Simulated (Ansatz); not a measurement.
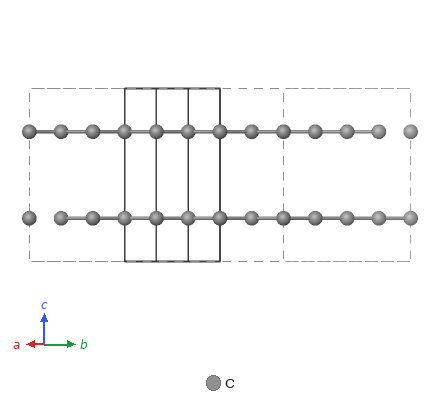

C (P6_3/mmc, No. 194): the geometry relaxed with Ansatz 0.2.0, DFT LDA, scalar-relativistic, plane waves, PAW.

Space group P6_3/mmc (No. 194). a = 2.445 Å, b = 2.445 Å, c = 6.657 Å, α = 90.00°, β = 90.00°, γ = 120.00°
```
atom  site  symmetry       x       y       z
   C    2b      -6m2  0.0000  0.0000  0.2500
   C    2c      -6m2  0.3333  0.6667  0.2500
```

### What will an integrated-DPC-like image along [210] show? Simulated as the projected potential of neutral atoms (B = 0.5 Å²) blurred by a 0.52 Å probe, the thin-sample limit of integrated differential phase contrast. Shot noise and the speckle of an amorphous layer were added.

The columns repeat on a rectangular net of 1.22 × 3.33 Å (plane group p2mm). All columns are alike (C). The shortest distance between visible columns is 1.22 Å in projection. Along the beam the structure repeats every 4.23 Å.

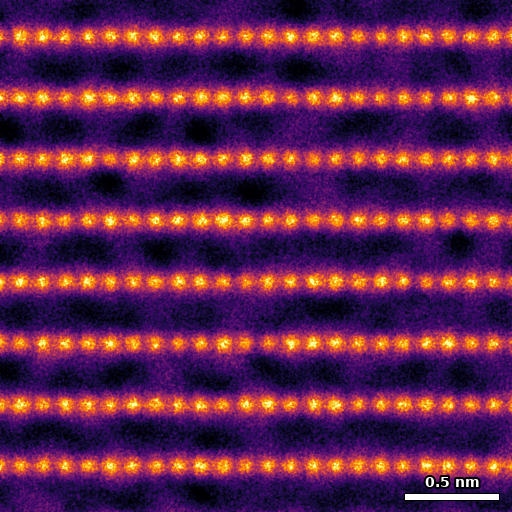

The simulated image.
